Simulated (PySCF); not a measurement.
**C4H9BOSi (SMILES CC#CB[SiH2]OC): density, localisation and related maps**

```xyz
16

C    -2.9078    1.1245    0.2127
C    -1.9118    0.1839   -0.2409
C    -1.0771   -0.6104   -0.6183
B    -0.0266   -1.5845   -1.0229
Si    1.7553   -1.5408   -0.1831
O     1.9639   -0.3554    0.9315
C     1.8026    1.0152    0.7605
H    -2.4421    1.9565    0.7427
H    -3.4773    1.5098   -0.6336
H    -3.5956    0.6174    0.8902
H    -0.3093   -2.3866   -1.8338
H     2.0804   -2.6555    0.7115
H     2.8481   -1.4251   -1.1796
H     1.9541    1.4993    1.7268
H     0.7998    1.2522    0.3931
H     2.5359    1.4084    0.0499
```

Geometry: GFN2-xTB.

Computed with CAM-B3LYP/def2-SVPD, SCF density, gas phase (PySCF).

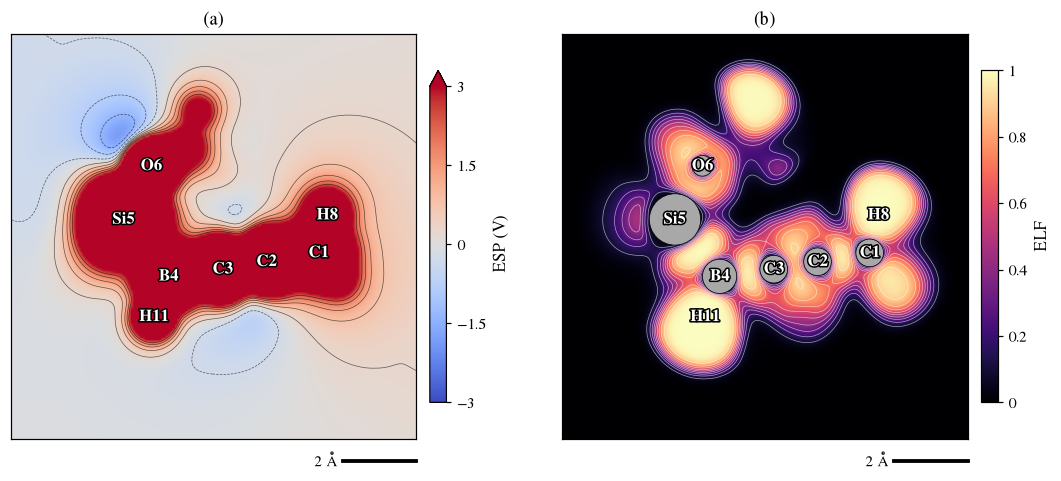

Figure 1. (a) electrostatic potential; (b) ELF on the plane of atoms Si5, B4 and H11. Grey discs cover the atomic cores in the ELF map.

### Read the bonding off the picture.

- The plane passes through C, B, Si, O and H nuclei.
- C–C (1.21 Å): the ELF peaks at about 0.85 between the atoms: a short, multiple covalent bond.
- C–B (1.49 Å): the ELF peaks at about 0.95 between the atoms (localised, covalent bonding).
- Si–O (1.64 Å): the ELF peaks at about 0.85 between the atoms, as expected for a polar covalent bond.
- Si–B (1.97 Å): the ELF peaks at about 1 between the atoms: a shared electron pair.
- C–H (1.09 Å): the ELF climbs to about 1 towards the hydrogen, as it does in any bond to H: a covalent bond by its length.
- The ELF also peaks beside O6, away from the bonds: lone-pair regions.
- Outside the dense part of the molecule the potential is most negative (−1.8 V) near O6.

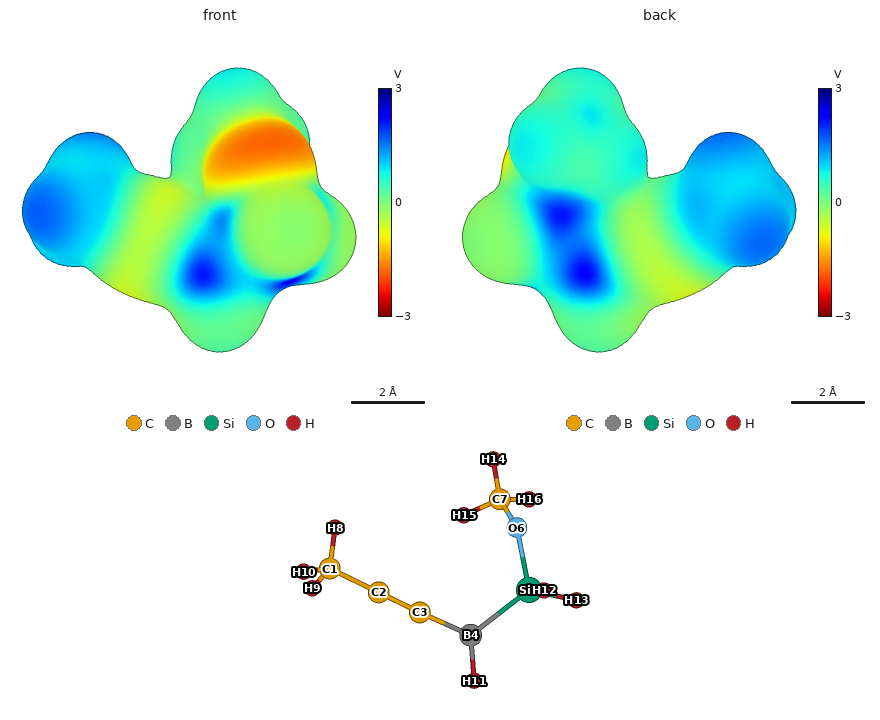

Figure 2. The electrostatic potential painted on the density surface at 0.004 e/bohr³, seen from the front and from behind; red is negative and blue positive. The bare structure is drawn below in the same view.

### Which sites attract a positive test charge, and which a negative one?

A positive charge is drawn to the negative regions and a negative charge to the positive ones. The most negative region (about −1.8 V) lies over O6, the most positive (about +2.1 V) over B4 and Si5. O6 is the likeliest acceptor of a hydrogen bond.

### How polar is the molecule by this calculation?

Its dipole moment is 3.32 D.
